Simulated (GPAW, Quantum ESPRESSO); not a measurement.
Consider YTe (Fm-3m).

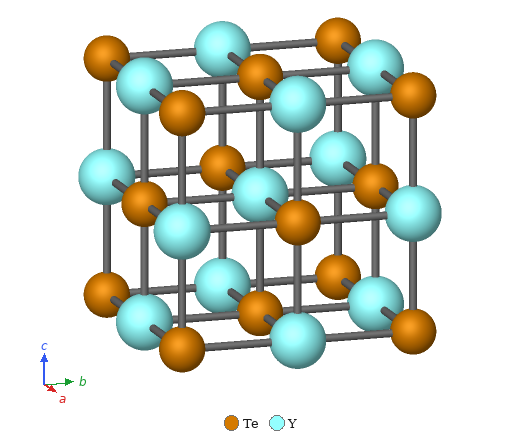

The structure (tellurium orange, yttrium light teal). Some periodic images of atoms are drawn too.

```
Te Y
1.0
     0.00000    3.04000    3.04000
     3.04000    0.00000    3.04000
     3.04000    3.04000    0.00000
Te Y
1 1
Direct
  0.00000 0.00000 0.00000
  0.50000 0.50000 0.50000
```

Absorber: atom 2, with 6 Te at 3.04 Å (octahedral, site symmetry m-3m). Method: GPAW, LDA, excited-electron core hole (neutral cell), 8-atom cell with 6.1 Å between holes, 5×5×5 k points, dipole transitions, Gaussian full width 1.5 eV up to 4 eV, rising linearly to 3.5 eV at 25 eV.

The database entry behind the starting cell differs from later determinations by our own check (0.1 to 0.3 % short, probably kX units), so it need not match the best structure at ambient conditions.

What does the Y L₃ edge look like?

Main maxima up to 30 eV above the zero (height): 0.8 eV (3.90), 6.4 eV (0.94), 13.2 eV (0.76) and 23.0 eV (0.81). At an L edge the dipole rule selects empty d (and weakly s) states on the absorber, and the strong line at the onset measures the empty part of its d band. 

The Y L₃ spectrum (energy from the lowest empty level; intensity scaled to a mean of 1 over the first 20 eV):

| E (eV) | intensity |
| --- | --- |
| -2.0 | 0.01 |
| -0.5 | 1.25 |
| 1.0 | 3.86 |
| 2.5 | 1.89 |
| 4.0 | 0.71 |
| 5.5 | 0.75 |
| 7.0 | 0.86 |
| 8.5 | 0.62 |
| 10.0 | 0.66 |
| 11.5 | 0.63 |
| 13.0 | 0.76 |
| 14.5 | 0.65 |
| 16.0 | 0.57 |
| 17.5 | 0.52 |
| 19.0 | 0.49 |
| 20.5 | 0.60 |
| 22.0 | 0.77 |
| 23.5 | 0.80 |
| 25.0 | 0.65 |
| 26.5 | 0.50 |
| 28.0 | 0.46 |
| 29.5 | 0.50 |
| 31.0 | 0.56 |

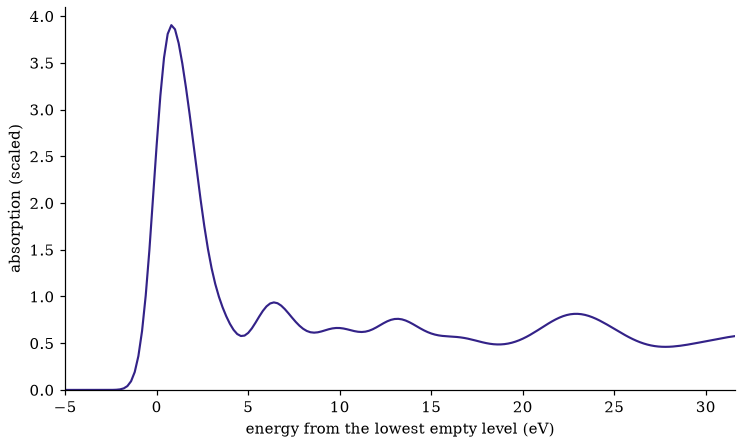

The Y L₃ edge.

Only the L₃ part is meant: spin–orbit coupling of the core level isn't computed and the L₂ copy isn't added. The primitive cell holds an odd number of electrons, so a spin-paired run has to come out metallic; that is right for a metal, but some such compounds are magnetic or distorted insulators. The holes are only 6.1 Å apart, so the shape is probably not converged with cell size; no larger cell was run here. Lifetime broadening is put in by hand, and intensities beyond about 20 eV depend on it and on the partial waves. The structure is a published determination, not relaxed.

[Banner, clock and machine lines of the logs are left out without a mark of their own.]

[Logs are printed without paths, hosts, clocks, repeated set-up lines and the standing remarks that a program may print on its own settings, such as how far it seeks lower states.]

[Hosts, paths, dates, database ids (printed as entryN), source tags and the programs' standing remarks are cut or masked in the printed files.]

[Lists of maxima count a maximum above −3 eV only where it reaches 4 % of the highest in the window and stands out from its surroundings by 2 % of it (1.5 % where it reaches 55 %); shoulders and weaker maxima are passed over, and of the rest the first, up to two pre-edge ones and the few strongest are named.]
